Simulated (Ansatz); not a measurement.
```xyz
12

Al   -1.6151    0.5589    1.7103
Si   -0.4536   -0.4459   -0.2062
C     1.3641   -1.0362    0.1195
S     2.1029    0.4095   -0.8849
C     0.3280    0.8017   -1.4679
H    -2.5430    1.8491    1.5088
H    -1.4538   -0.0712    3.1742
H    -1.2896   -1.5023   -0.8836
H     1.6243   -1.9920   -0.3348
H     1.7171   -1.0181    1.1497
H     0.2002    0.5341   -2.5167
H     0.0957    1.8573   -1.3341
```

Computed with RKS CAM-B3LYP-D4/6-31G in Ansatz.

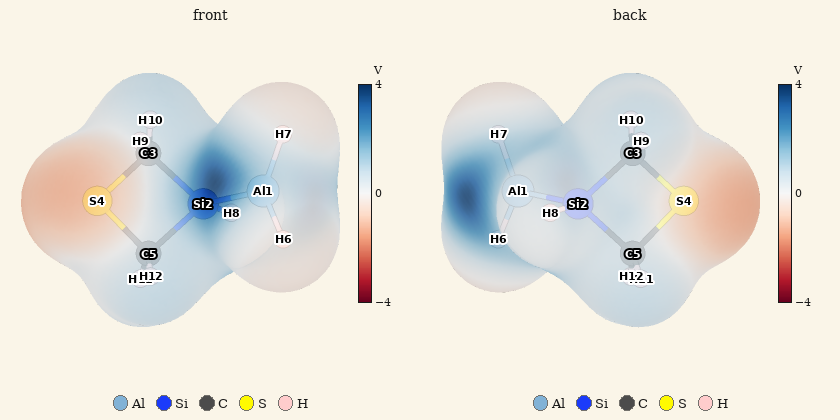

C₂H₇AlSSi (SMILES [AlH2][SiH]1CSC1). The electrostatic potential painted on the density surface at 0.002 e/bohr³, seen from the front and from behind; the colour scale runs from red (negative) to blue (positive).

**Which sites attract a positive test charge, and which a negative one?**

A positive charge is drawn to the negative regions and a negative charge to the positive ones. The most negative region (about −1.4 V) lies over S4, the most positive (about +3.7 V) over Al1.
